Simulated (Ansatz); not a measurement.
System: rock-salt HfC. Method: HSE06-D3(BJ) (PAW; Ansatz, a first-principles code).

Numerical settings: plane-wave cutoff 460 eV, 10×10×10 k mesh, Fermi–Dirac smearing 0.05 eV, scalar-relativistic PAW data made under PBE.

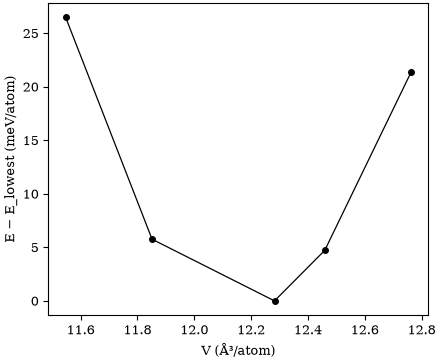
Fig. 1. Total energy against volume

### Question
From the curve, estimate the equilibrium volume and the bulk modulus.

### Answer
V0 ≈ 12.2 Å³/atom and B0 ≈ 260 GPa; the fit gives V0 = 12.162 Å³/atom, B0 = 260 GPa, B′ = 3.9.

Measured, for comparison: bulk modulus 242 GPa (room temperature, no zero-point or thermal correction, our sources range from 242 to 286; as tabulated in Synthesis of Binary Transition Metal Nitrides, Carbides and Borides from the …); equilibrium volume per atom 12.47 Å³/atom (temperature not stated, no zero-point or thermal correction; as tabulated in Zhang et al. (2018), doi:10.1088/1367-2630/aac7f0). Computed (rounded) less measured: bulk modulus not scored (sources differ), equilibrium volume per atom -2.5 %.

Spin–orbit coupling is not included.
